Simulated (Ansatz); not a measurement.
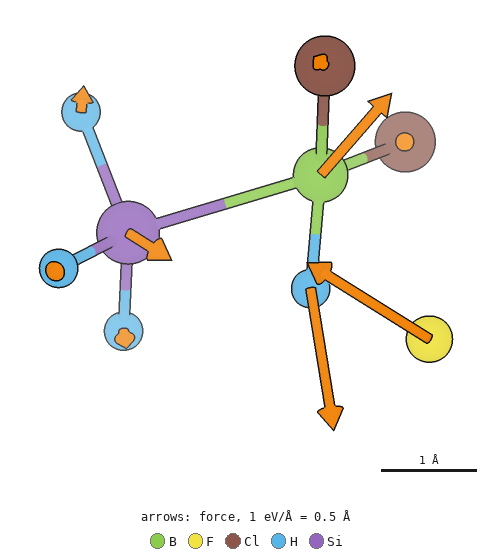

Starting geometry of BSiH$_{4}$Cl$_{2}$F with the computed forces as orange arrows. Style: ball-and-stick. Shown from a free direction.

The reaction that was planned forms B1–Si6, F2–H5 and breaks B1–F2, H5–Si6 (atoms numbered from 1 in input order).

All numbers below come from RKS PBE0-D4/def2-SVP (Ansatz 0.2.0). Set-up: held fixed: the distance between atoms 1 (B) and 6 (Si), the distance between atoms 2 (F) and 5 (H), the distance between atoms 1 (B) and 2 (F), the distance between atoms 5 (H) and 6 (Si), counting from 1; force threshold 0.04 eV/Å; at most 150 steps.

**What follows when this structure is relaxed?**

It isn't relaxed: the largest force vector, on the F atom, is 3.32 eV/Å. The final displacements follow the starting forces only in part (cosine between the two patterns 0.44). Over 4 accepted moves (5 points after the start) the energy falls by 6.57 kcal/mol. The largest force component goes from 1.7 to 0.011 eV/Å. The line search rejected the trial step at point 3 of the run. The atom that moves furthest after the best rigid fit is an H atom (0.19 Å). Largest moves by element: H 0.19 Å, Cl 0.09 Å, F 0.08 Å, B 0.03 Å, Si 0.03 Å. Some distances before and after: B–H 1.241 → 1.448 Å, H–Si 1.460 → 1.485 Å, B–Cl 1.740 → 1.748 Å. Bond angles that change, for instance: B–Si–H 98.5° → 90.0°, Cl–B–Cl 118.8° → 122.5°, H–B–Si 72.7° → 69.9°.
